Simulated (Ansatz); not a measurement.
# Lattice dynamics of WSeS monolayer, Janus

Task: relax WSeS monolayer, Janus, then find its harmonic phonons.

Program: Ansatz 0.2.0. Level of theory: DFT PBEsol, scalar-relativistic, plane waves, PAW. Results are calculated unless marked as measured.

### 1. Starting point

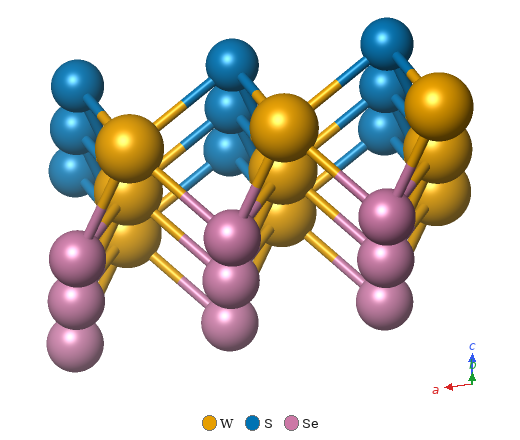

The cell as given, from a free direction (tungsten orange, sulfur blue, selenium pink). 3×3×1 cells are drawn.

The cell holds 3 atoms: 1 W, 1 S and 1 Se. Cell: a = 3.300 Å, b = 3.300 Å, c = 20.000 Å, α = 90.0°, β = 90.0°, γ = 120.0°. Vacuum lies along c.

### 2. Coarse relaxation

A rough relaxation comes first, because large forces or stress need no tight tolerances yet.

The program solves this slab on a cell height of its own, 30.4 Å, in place of the one typed.

input.yaml reads:

```yaml
crystal:
  lattice:
    - [3.3, 0.0, 0.0]
    - [-1.65, 2.85788, 0.0]
    - [0.0, 0.0, 20.0]
  atoms:
    - { symbol: W, position: [0.333333, 0.666667, 0.5] }
    - { symbol: S, position: [0.666667, 0.333333, 0.58] }
    - { symbol: Se, position: [0.666667, 0.333333, 0.415] }
  periodic: [true, true, false]
kpoints:
  mp_grid: { grid: [9, 9, 1] }
hamiltonian:
  xc: pbesol
scf:
  occupations: { method: gaussian, width: 0.1 }
output:
  forces: true
  stress: true
  eigenvalues: true
relax:
  adjacent_minimum: "off"
  f_tol: 0.05
  max_steps: 80
  cell: { stress_2d_tol: 0.02 }
```

Launch:

```bash
> ansatz run input.yaml --threads 8 --pin off --max-ram 14336MiB --backend cpu --events-out ev --progress --plain --runs-dir out
```

Numbers of over 12 decimals in the logs are rounded to 6 here.

Log:

```text
[...]
F+E_penalty+E_count = -16567.86257890 eV   max|allowed force component| = 2.598e-3 eV/Å   (the final SCF, on the basis selected at the relaxed cell)
  cell:  # Å, volume = 270.7454 Å³
    - [3.206848, 0, 0]
    - [-1.603424, 2.777212, 0]
    - [0, 0, 30.4]
  atoms:
    - { symbol: W, position: [0.333333, 0.666667, 0.329748] }
    - { symbol: S, position: [0.666667, 0.333333, 0.380184] }
    - { symbol: Se, position: [0.666667, 0.333333, 0.273620] }
[key lines of the parts left out:]
SCF converged after 8 iterations
Free energy (F): -16567.862579 eV
Fermi energy:    -4.546864 eV
P = ½ c Tr σ = 0.0078 N/m
```

Run time: 9.2 s. Hardware: 8 threads of Arm Neoverse V1, shared host; peak memory 0.77 GiB.

The steps of the relaxation:

| step | energy less that of the first step (eV) | largest force component (eV/Å) | volume (Å³) |
| --- | --- | --- | --- |
| 1 | 0.0000 | 1.5697 | 286.70 |
| 2 | -0.1123 | 1.1666 | 268.54 |
| 3 | -0.1610 | 0.2536 | 268.85 |
| 4 | -0.1647 | 0.0267 | 271.58 |
| 5 | -0.1649 | 0.0025 | 270.75 |
| 6* | -0.1644 | 0.0026 | 270.75 |

Relaxation steps marked * repeat the geometry before them on a plane-wave basis chosen anew for their cell, so energy and pressure can jump there.

The run keeps the 6 symmetry operations that it works with, so distortions that break them were not tested.

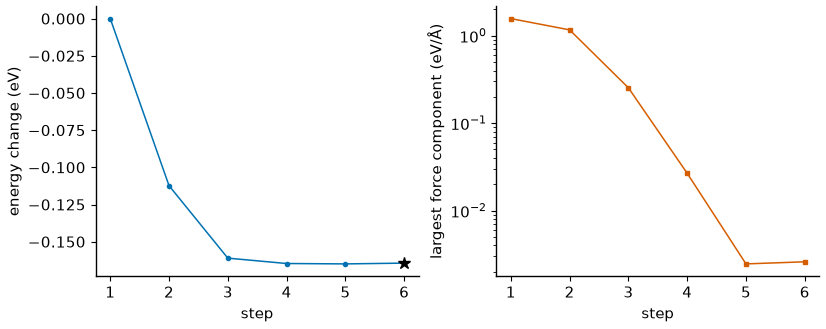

Energy and largest force along the relaxation. Stars mark steps on a basis chosen anew.

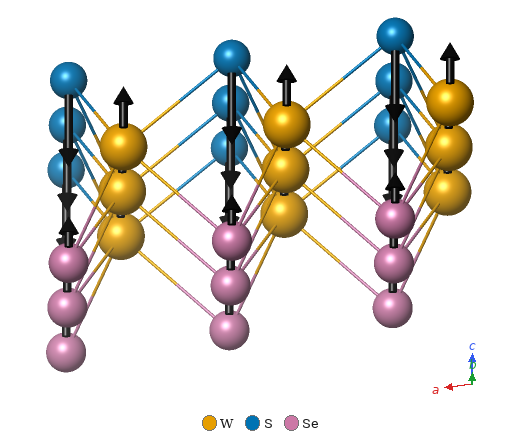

Displacements in the relaxation, exaggerated, measured against the changing cell; the longest in the cell stands for 0.04 Å. 3×3×1 cells are drawn.

| cell as run | before | after | change |
| --- | --- | --- | --- |
| a (Å) | 3.300 | 3.207 | -2.8 % |
| b (Å) | 3.300 | 3.207 | -2.8 % |

The atoms that moved most (Å, along periodic axes as changes of fractional coordinates times the final cell, across vacuum about the mean position):

| atom | dx | dy | dz | length |
| --- | --- | --- | --- | --- |
| S2 | 0.000 | 0.000 | -0.042 | 0.042 |
| W1 | 0.000 | 0.000 | 0.024 | 0.024 |
| Se3 | 0.000 | 0.000 | 0.018 | 0.018 |

The relaxed structure:

```xyz
3
Lattice="3.2068 0.0000 0.0000 -1.6034 2.7772 0.0000 0.0000 0.0000 30.4000" Properties=species:S:1:pos:R:3
W     0.0000    1.8515   10.0244
S     1.6034    0.9257   11.5576
Se    1.6034    0.9257    8.3181
```

This step gave:

```yaml
gap_on_the_k_mesh: 1.831 eV
direct_gap_on_mesh: 1.831 eV
area_per_atom: 2.969 Å²
```

The relaxation ends with a largest force component of 0.0026 eV/Å.

### 3. Bringing the structure to rest

Harmonic phonons are second derivatives at a point where the forces vanish, and they are wanted at zero stress, so atoms and cell are relaxed first.

input.yaml reads:

```yaml
crystal:
  lattice:
    - [3.2068484119, 0.0, 0.0]
    - [-1.6034242059, 2.7772121908, 0.0]
    - [0.0, 0.0, 30.4]
  atoms:
    - { symbol: W, position: [0.3333333333, 0.6666666667, 0.3297484388] }
    - { symbol: S, position: [0.6666666667, 0.3333333333, 0.3801840625] }
    - { symbol: Se, position: [0.6666666667, 0.3333333333, 0.2736201302] }
  periodic: [true, true, false]
kpoints:
  mp_grid: { grid: [12, 12, 1] }
hamiltonian:
  xc: pbesol
scf:
  occupations: { method: gaussian, width: 0.02 }
output:
  forces: true
  stress: true
  eigenvalues: true
  write_density: true
  write_potential: true
  elf: true
  volumetric_format: npy
relax:
  adjacent_minimum: "off"
  f_tol: 0.005
  max_steps: 80
  cell: { stress_2d_tol: 0.02 }
```

Log:

```text
[...]
Crystal: 3 atoms, lattice volume = 270.745 Å³
Basis set: ecut = 420 eV, 5357 PW (Γ), exchange–correlation on 48×48×432 points (8 copies of the dense FFT grid, shifted against one another)
Bands: 22, of which v1, the nominal top of the filled ones, is band 18 counted from 1 (17 counted from 0)
Symmetry: 6 space group operations
[...]
k-points: 19 of 144 (time reversal used)
[...]
SCF iter   1: F=—  HF=-16567.876995 eV  |F-HF|=—  |Δ(HF+E_count)|=         —  Δρ=3.84e-3  dr2=2.20e-1  ethr=1.77e-3  ⟨swp⟩=15.4  Hψ=3465  notcnv=0
[...]
SCF iter   9: F=-16567.862705 eV  HF=-16567.862705 eV  |F-HF|=1.35e-8  |Δ(HF+E_count)|=   1.55e-7  Δρ=1.42e-6  dr2=6.53e-9  ethr=2.78e-10  ⟨swp⟩=18.8  Hψ=4427  notcnv=0
SCF 1 converged in 9 iterations: F = -16567.862705 eV  dr2 = 6.53e-9
[...]
relax step   1: F+E_penalty+E_count = -16567.86270544 eV  Δ(F+E_penalty+E_count) = +0.000e0 eV  max|allowed force component| = 2.408e-3 eV/Å  Δτ_max = 0.0000 Å  P = +0.008 N/m  Ω = 270.745 Å³  fix = [c, alpha, beta]  reactions: c +0.000 N/m  (9 SCF iters, dr2 threshold 1.00e-7 eV, accepted)
[...]
SCF iter   1: F=—  HF=-16567.862708 eV  |F-HF|=—  |Δ(HF+E_count)|=         —  Δρ=1.54e-6  dr2=6.81e-9  ethr=9.57e-8  ⟨swp⟩=6.9  Hψ=5678  notcnv=0
eigensolver tolerance schedule: the retry pair's looser diagonalisation over-reported the residual by 5057.25 of it (diagonalisation noise at 0.19 of the residual, at the tolerance the schedule requests for it); recorded, not acted on — ethr = c·dr2/N_el stays at c = 1.0e-1
[...]
SCF iter   2: F=—  HF=-16567.862705 eV  |F-HF|=—  |Δ(HF+E_count)|=   2.62e-6  Δρ=6.87e-7  dr2=2.29e-9  ethr=1.89e-11  ⟨swp⟩=6.1  Hψ=1602  notcnv=0
[...]
SCF iter   7: F=-16567.862705 eV  HF=-16567.862705 eV  |F-HF|=1.46e-11  |Δ(HF+E_count)|=  4.29e-10  Δρ=1.79e-8  dr2=7.75e-13  ethr=1.00e-12  ⟨swp⟩=11.1  Hψ=3058  notcnv=0
SCF 2 converged in 7 iterations: F = -16567.862705 eV  dr2 = 7.75e-13
relax step   2: F+E_penalty+E_count = -16567.86270545 eV  Δ(F+E_penalty+E_count) = -2.947e-9 eV  max|allowed force component| = 2.392e-3 eV/Å  Δτ_max = 0.0000 Å  P = +0.008 N/m  Ω = 270.745 Å³  fix = [c, alpha, beta]  reactions: c +0.000 N/m  stress off target by 8.11e-3 N/m on what of the cell is left free  SCF on the basis re-selected at this cell (its energy is not comparable with the rows above)  (7 SCF iters)
basis re-selected at this cell: Δ(F+E_penalty+E_count) = -2.947e-9 eV, ΔP = -0.000 N/m vs the last step (what re-selecting the basis moved, of the pressure what is left beyond the Pulay correction that the steps carried, after the strain that the cell walked since its last selection, with what the two solves' SCF thresholds leave and, on support functions, any second-order correction that the steps lacked; it is no m [...]
SCF converged after 7 iterations
Free energy (F): -16567.862705 eV
[...]
Internal energy: -16567.862705 eV  (E = F + TS)
E sigma→0 (E₀):  -16567.862705 eV
Fermi energy:    -4.549734 eV
[...]
--- Forces (eV/Å), atoms counted from 1 ---
  atom   1  W     -0.00000000     0.00000000    -0.00215371
  atom   2  S     -0.00000000     0.00000000     0.00239256
  atom   3  Se     0.00000000    -0.00000000    -0.00023844
  max |Σ_I F_I| component: 4.05e-7 eV/Å
--- 2D stress c σ (N/m, compression-positive) ---
        0.008111       0.000000       0.000000
        0.000000       0.008111       0.000000
        0.000000       0.000000       0.000000
  P = ½ c Tr σ = 0.0081 N/m
--- Band table (eV; the first three rows and the last of 19) ---
  k-point 0: bands = [... 14 lower, -7.7596, -6.6843, -6.6843, -5.6002, -2.4197, -2.4197, -2.1483, -2.1483]
  k-point 1: bands = [... 14 lower, -7.9165, -6.8433, -6.7032, -5.6341, -2.6198, -2.5374, -2.3491, -2.1470]
  k-point 2: bands = [... 14 lower, -7.9045, -7.1191, -6.8644, -5.8522, -3.2178, -2.6068, -2.6029, -1.7211]
  k-point 18: bands = [... 14 lower, -9.2676, -8.7820, -7.8099, -5.4625, -3.6312, -2.3713, -1.5496, 0.0012]
--- Relaxed structure (1 steps of the walk, 1 accepted, 1 SCFs on fresh bases) ---
[...]
cell:  # Å, volume = 270.7454 Å³
    - [3.206848, -2.886759078764964e-11, 0.0]
    - [-1.603424, 2.777212, 0.0]
    - [0.0, 0.0, 30.4]
  atoms:
    - { symbol: W, position: [0.333333, 0.666667, 0.3297484388] }
    - { symbol: S, position: [0.666667, 0.333333, 0.3801840625] }
    - { symbol: Se, position: [0.666667, 0.333333, 0.2736201302] }
```

The job ended after 5.1 s (8 threads; peak memory 0.77 GiB).

Little changed from the start: no atom moved by 0.005 Å and no cell edge by 0.1 %.

This step gave:

```yaml
gap_on_the_k_mesh: 1.826 eV
```

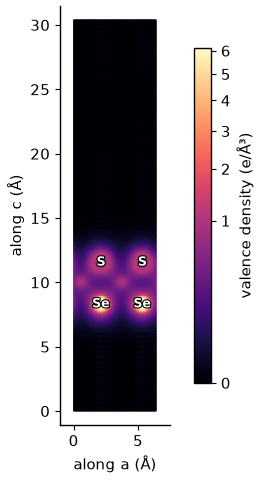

Valence density in the ac plane at fractional y = 0.333, with atoms of S and Se within 0.2 Å of it. It is the smooth field of the valence electrons, not physical close to the nuclei. The colour scale is stretched toward low values.

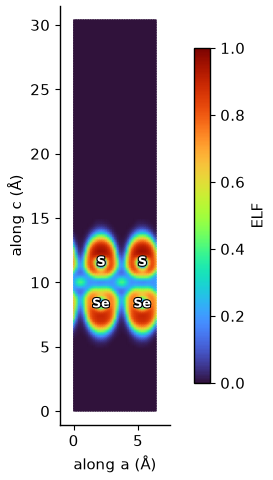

ELF in the ac plane at fractional y = 0.333, with atoms of S and Se within 0.2 Å of it. It is the smooth field of the valence electrons, not physical close to the nuclei.

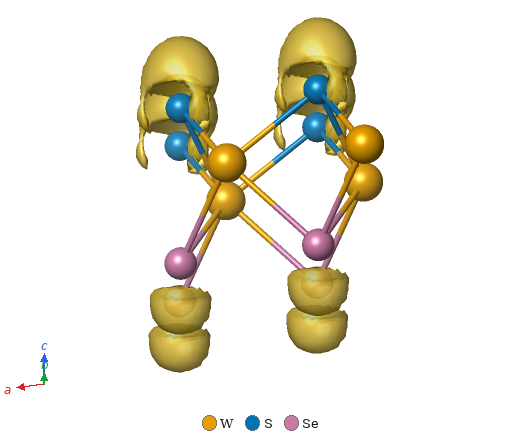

Surface of ELF = 0.85. 2×2×1 cells are drawn.

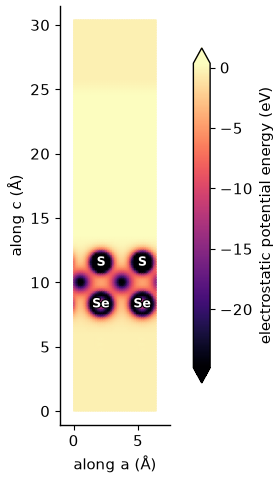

Electrostatic potential energy in the ac plane at fractional y = 0.333, with atoms of S and Se within 0.2 Å of it. With pseudopotentials it is smooth inside the atoms' cores, unlike the true potential.

### 4. Tight relaxation

Phonons need a cell at rest on their own settings, so the relaxation is repeated with tight tolerances on forces and stress, using the mesh and the filling of the phonon run that follows.

Changes to input.yaml since step 3:

```diff
@@ -15,3 +15,3 @@
 scf:
-  occupations: { method: gaussian, width: 0.02 }
+  occupations: { method: fixed }
 output:
@@ -26,4 +26,4 @@
   adjacent_minimum: "off"
-  f_tol: 0.005
-  max_steps: 80
-  cell: { stress_2d_tol: 0.02 }
+  f_tol: 0.001
+  max_steps: 60
+  cell: { stress_2d_tol: 0.002 }
```

Log:

```text
[...]
Crystal: 3 atoms, lattice volume = 270.745 Å³
Basis set: ecut = 420 eV, 5357 PW (Γ), exchange–correlation on 48×48×432 points (8 copies of the dense FFT grid, shifted against one another)
Bands: 22, of which v1, the nominal top of the filled ones, is band 18 counted from 1 (17 counted from 0)
Symmetry: 6 space group operations
[...]
k-points: 19 of 144 (time reversal used)
[...]
--- Relaxed structure (2 steps of the walk, 2 accepted, 1 SCFs on fresh bases) ---
[...]
cell:  # Å, volume = 270.7651 Å³
    - [3.206965, -2.886863899966504e-11, 0]
    - [-1.603482, 2.777313, 0]
    - [0, 0, 30.4]
  atoms:
    - { symbol: W, position: [0.333333, 0.666667, 0.329747] }
    - { symbol: S, position: [0.666667, 0.333333, 0.380186] }
    - { symbol: Se, position: [0.666667, 0.333333, 0.273619] }
[key lines of the parts left out:]
SCF converged after 10 iterations
Free energy (F): -16567.862706 eV
Fermi energy:    -5.462487 eV
P = ½ c Tr σ = -0.0018 N/m
```

Elapsed: 7.9 s, on 8 threads; peak memory 0.77 GiB.

Little changed from the start: no atom moved by 0.005 Å and no cell edge by 0.1 %.

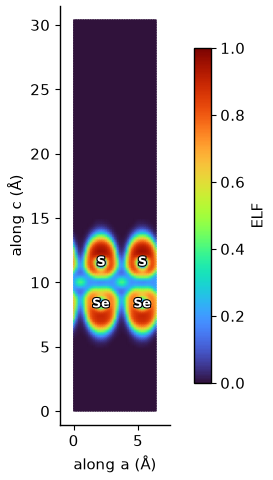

ELF in the ac plane at fractional y = 0.333, with atoms of S and Se within 0.2 Å of it. It is the smooth field of the valence electrons, not physical close to the nuclei.

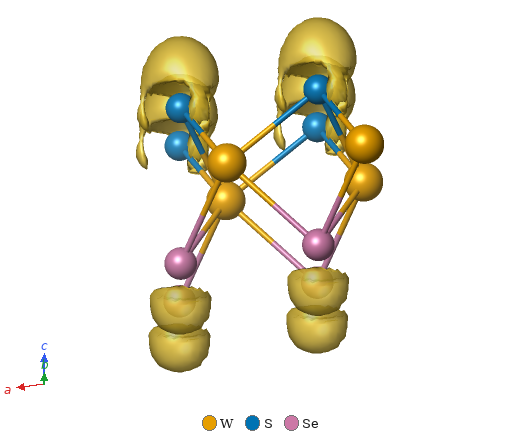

Surface of ELF = 0.85. 2×2×1 cells are drawn.

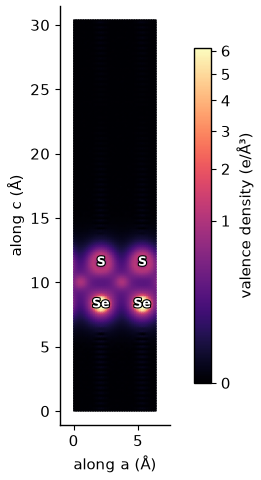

Valence density in the ac plane at fractional y = 0.333, with atoms of S and Se within 0.2 Å of it. It is the smooth field of the valence electrons, not physical close to the nuclei. The colour scale is stretched toward low values.

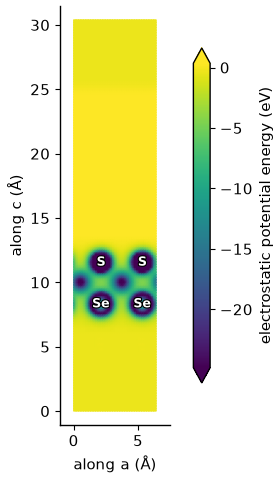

Electrostatic potential energy in the ac plane at fractional y = 0.333, with atoms of S and Se within 0.2 Å of it. With pseudopotentials it is smooth inside the atoms' cores, unlike the true potential.

The largest force component left is 0.64 meV/Å, within the tolerances set.

[end of part 1 of 3]

[Logs are printed without paths, hosts, clocks, repeated set-up lines and the standing remarks that a program may print on its own settings, such as how far it seeks lower states.]

[Hosts, paths, dates, database ids (printed as entryN), source tags and the programs' standing remarks are cut or masked in the printed files.]
